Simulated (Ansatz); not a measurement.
# OH (SMILES [OH]) at 6 levels

Aim: a comparison of 6 runs (UHF/cc-pVDZ, U-wB97X/3-21G, U-wB97M-V/cc-pVDZ, UB2PLYP/cc-pVDZ, UCCSDT/3-21G, UCCSD/cc-pVDZ) of OH. 

The results are computed with Ansatz 0.2.0.

62 further runs of the same task are left out: 62 set aside as unsound or not needed.

### 1 The system as given

OH has 2 atoms, charge 0, and is taken as a doublet. As SMILES, `[OH]`. The H2–O1 distance was set to 2.409 Å, away from the relaxed value.

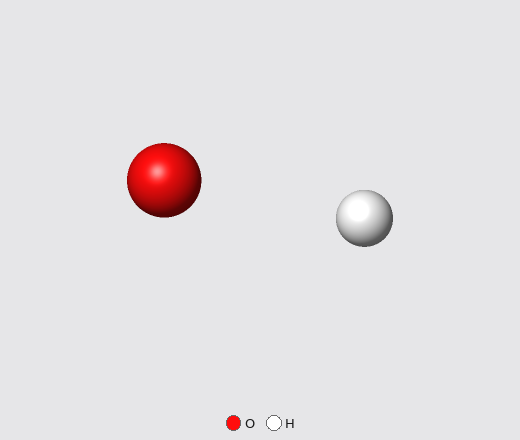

Viewed from a chosen angle; oxygen red, hydrogen white.

### 2 A single-point energy at UHF/cc-pVDZ (run 1)

Contents of in.yaml:

```yaml
crystal:
  periodic: [false, false, false]
  atoms:
    - {symbol: O, position_ang: [1.647053, -0.527311, 0.849706]}
    - {symbol: H, position_ang: [-0.411770, 0.131830, -0.212430]}
basis:
  gaussian:
    orbitals: cc-pVDZ
accuracy: high
hamiltonian:
  xc: hf
magnetization:
  spin_polarized: true
  initial_magnetization: 1
```

Started as:

```sh
$ ansatz run in.yaml --threads 1 --pin off --max-ram 2610MiB --events-out events.jsonl --progress --plain --runs-dir runs
```

The log of the run:

```text
Warning: RAYON_NUM_THREADS=1 ignored (pool sized by the plan → 1); use --threads N
Functional definition: HF
  name "HF"
  exchange = exact_x
  correlation = 0
284 factors; integrals over basis functions are off by at most 3.3e-9 eV
mean field evaluation 1: about -2040.2372 eV, gradient 1.9e1 eV
mean field evaluation 2: about -2040.2372 eV, gradient 1.9e1 eV
mean field evaluation 4: about -2044.9765 eV, gradient 9.4e0 eV
mean field evaluation 8: about -2043.9534 eV, gradient 9.9e-1 eV
mean field evaluation 16: about -2048.7912 eV, gradient 9.5e-9 eV
mean field evaluation 32: about -2048.6868 eV, gradient 2.0e-2 eV
mean field evaluation 64: about -2047.6400 eV, gradient 2.4e0 eV
mean field evaluation 96: about -2047.6942 eV, gradient 2.4e-2 eV
mean field evaluation 128: about -2048.7215 eV, gradient 1.2e0 eV
mean field -2048.79123282 eV, -75.2916890854 hartree, gradient 4.0e-8 eV, S^2 1.731924; 6 other end points of the search recorded, 0 dependent functions left out
reference -2048.79123282 eV, -75.2916890854 hartree; 5, 4 occupied and 14, 15 virtual orbitals, 284 factors
Total energy: -2048.79123282 eV, -75.2916890854 hartree
```

It took 0.12 s on 1 thread of Arm Neoverse V2, shared host.

### 3 A single-point energy at U-wB97X/3-21G (run 2)

Contents of molecule.yaml:

```yaml
crystal:
  periodic: [false, false, false]
  atoms:
    - {symbol: O, position_ang: [1.647053, -0.527311, 0.849706]}
    - {symbol: H, position_ang: [-0.411770, 0.131830, -0.212430]}
basis:
  gaussian:
    orbitals: 3-21G.json
accuracy: high
magnetization:
  spin_polarized: true
  initial_magnetization: 1
hamiltonian:
  xc: {name: wB97X}
```

The basis set 3-21G is read from a file made from the Basis Set Exchange's data (not shown).

Started as:

```sh
$ ansatz run molecule.yaml --threads 1 --pin off --max-ram 2610MiB --events-out events.jsonl --progress --plain --runs-dir runs
```

The log of the run:

```text
Warning: RAYON_NUM_THREADS=1 ignored (pool sized by the plan → 1); use --threads N
Functional definition: wB97X
  name "wB97X"
  parameter omega = 0.3/bohr
  parameter cx = 0.157706
  parameter cx1 = 0.726479
  parameter cx2 = 1.04760
  parameter cx3 = -5.70635
  parameter cx4 = 13.2794
  parameter css1 = -4.33879
  parameter css2 = 18.2308
  parameter css3 = -31.7430
  parameter css4 = 17.2901
  parameter cos1 = 2.37031
  parameter cos2 = -11.3995
  parameter cos3 = 6.58405
  parameter cos4 = -3.78132
  exchange = spin_sum(e_x_unif_sr(omega)*poly(b97_u_x, 1 - cx, cx1, cx2, cx3, cx4)) + cx*exact_x_sr(omega)
      + exact_x_lr(omega)
  correlation = spin_sum(e_c_pw_same_spin*poly(b97_u_same, 1, css1, css2, css3, css4))
      + integral(e_c_pw_opposite_spin*poly(b97_u_opposite, 1, cos1, cos2, cos3, cos4))
144 factors; integrals over basis functions are off by at most 6.0e-9 eV
72 factors; integrals over basis functions are off by at most 1.5e-9 eV
mean field evaluation 1: about -2036.2788 eV, gradient 2.6e1 eV
mean field evaluation 2: about -2027.6079 eV, gradient 4.8e1 eV
mean field evaluation 4: about -2042.8466 eV, gradient 6.0e0 eV
mean field evaluation 8: about -2042.8466 eV, gradient 6.0e0 eV
mean field evaluation 16: about -2044.7866 eV, gradient 3.7e-1 eV
mean field evaluation 32: about -2044.7868 eV, gradient 3.0e-2 eV
mean field -2044.78684338 eV, -75.1445304878 hartree, gradient 6.5e-8 eV, S^2 1.698465; 2 other end points of the search recorded, 0 dependent functions left out
reference -2044.78684327 eV, -75.1445304840 hartree; 5, 4 occupied and 6, 7 virtual orbitals, 144 factors
Total energy: -2044.78684327 eV, -75.1445304840 hartree
```

It took 4.2 s on 1 thread of Arm Neoverse V2, shared host; peak memory 0.17 GiB.

Runs 3 to 5 aren't shown in full; the table further down has their settings and results.

### 4 The energy at UCCSD/cc-pVDZ (run 6)

Contents of input.yaml:

```yaml
crystal:
  periodic: [false, false, false]
  atoms:
    - {symbol: O, position_ang: [1.647053, -0.527311, 0.849706]}
    - {symbol: H, position_ang: [-0.411770, 0.131830, -0.212430]}
basis:
  gaussian: {orbitals: cc-pVDZ}
magnetization: {spin_polarized: true, initial_magnetization: 1}
correlation: {method: ccsd, frozen_orbitals: {H: 0, O: 1}}
accuracy: high
scf: {omitted_lower_state_checks: [cluster_reference, increment]}
```

Started as:

```sh
$ ansatz run input.yaml --threads 1 --pin off --max-ram 2610MiB --events-out events.jsonl --progress --plain --runs-dir runs
```

The log of the run:

```text
Warning: RAYON_NUM_THREADS=1 ignored (pool sized by the plan → 1); use --threads N
[... 18 lines left out ...]
1 core orbitals not correlated: weight in the atoms' cores, before any rotation towards them, 1.000 or more for the frozen orbitals, at most 0.000 for the correlated occupied ones
[... 35 lines left out ...]
Total energy: -2052.01345543 eV, -75.4101035825 hartree
Checks for a lower state left out: cluster_reference, increment
```

It took 0.38 s on 1 thread of Arm Neoverse V2, shared host.

### 5 The series

| run | level | frozen core orbitals | energy (Eh) | ⟨S²⟩ | wall time |
| --- | --- | --- | --- | --- | --- |
| 1 | UHF/cc-pVDZ | – | -75.291689 | 1.732 | 0.12 s |
| 2 | U-wB97X/3-21G | – | -75.144530 | 1.698 | 4.2 s |
| 3 | U-wB97M-V/cc-pVDZ | – | -75.545363 | 1.673 | 10 s |
| 4 | UB2PLYP/cc-pVDZ | 1 | -75.516085 | 1.705 | 3.3 s |
| 5 | UCCSDT/3-21G | 1 | -74.950076 | 1.730 | 0.7 s |
| 6 | UCCSD/cc-pVDZ | 1 | -75.410104 | 1.732 | 0.38 s |

### 6 What came out

| quantity | value |
| --- | --- |
| run 6: total energy | -75.41010 Eh |
| run 6: correlation energy (1 core orbital frozen) | -118.4 mEh |
| run 6: ⟨S²⟩ of the reference determinant | 1.732 |
| run 6: T1 diagnostic | 0.010 |

Totals of different functionals can't be ranked against each other. Spin contamination of the reference: run 1 ⟨S²⟩ = 1.73, run 6 ⟨S²⟩ = 1.73, run 5 ⟨S²⟩ = 1.73, run 4 ⟨S²⟩ = 1.70, run 2 ⟨S²⟩ = 1.70, run 3 ⟨S²⟩ = 1.67. Where it is this large, the reference is a mixture of spin states, and values that rest on it are in doubt. All runs together took 19 s, the longest 10 s.
